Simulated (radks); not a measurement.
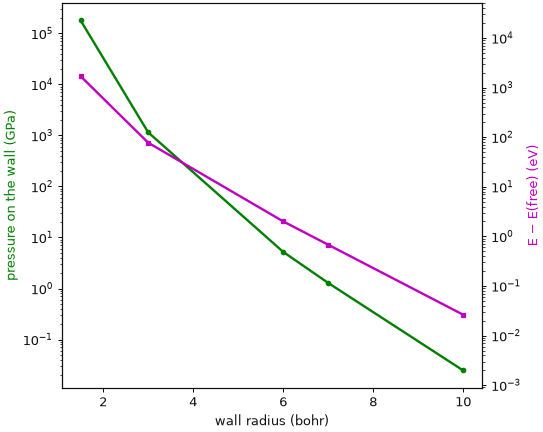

System: a free Hf atom, configuration [Xe] 4f14 5d2 6s2 (high spin). It is put inside a hard spherical wall of varying radius. Theory: scalar-relativistic Kohn-Sham, PBE, spin-polarised, spherical densities, finite nucleus (computed with the in-house radial solver radks). The plot shows the pressure on the wall (left axis) and the energy above the free species (right axis).

How do pressure and energy grow as the wall closes in?

The pressure grows from 0.025 GPa at 10 bohr through 5.2 GPa at 6 bohr to 180000 GPa at 1.5 bohr, and the energy above the free species from 0.0263 eV through 2.01 eV to 1695 eV. The pressure is −dE/dV with V = 4πR³/3.
